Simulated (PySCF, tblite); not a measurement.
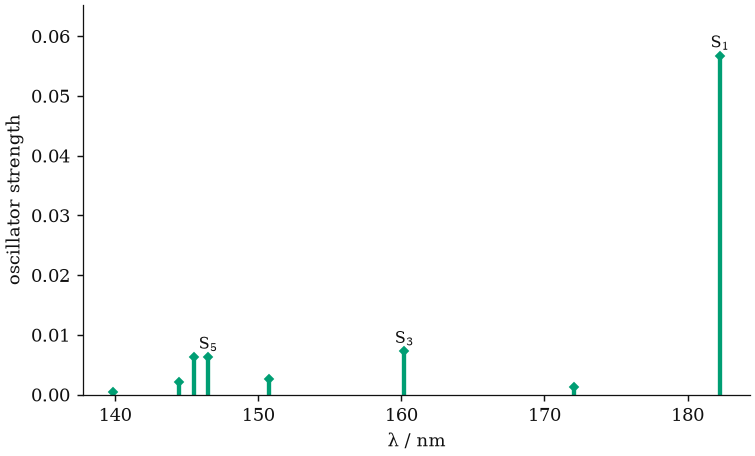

Computed absorption of C₄H₁₀FNSi, SMILES N[Si]1(F)CCCC1. Vertical TDDFT excitations, ωB97X-D/def2-SVPD, PySCF 2.14.0, at a GFN2-xTB geometry (a minimum by its frequencies), gas phase. The lowest 8 singlet states are shown.

**Which of the computed transitions is the brightest, and what character does the calculation give it?**

S1 at 6.80 eV (182 nm), f = 0.057, mainly HOMO → LUMO (76 %).

**List the transitions behind the spectrum.**

```tsv
state	E (eV)	λ (nm)	f	main character
S1	6.80	182	0.057	HOMO → LUMO (76 %)
S2	7.21	172	0.001	HOMO → LUMO+2 (48 %)
S3	7.74	160	0.007	HOMO → LUMO+1 (41 %)
S4	8.22	151	0.003	HOMO−1 → LUMO (35 %)
S5	8.46	147	0.006	HOMO → LUMO+4 (21 %)
S6	8.52	145	0.006	HOMO → LUMO+4 (40 %)
S7	8.58	144	0.002	HOMO−1 → LUMO+1 (30 %)
S8	8.87	140	0.001	HOMO → LUMO+8 (19 %)
```

Caveats: the tight-binding geometry is rougher than a DFT one and adds to the error; one conformer of a flexible molecule; core orbitals are frozen in the response.
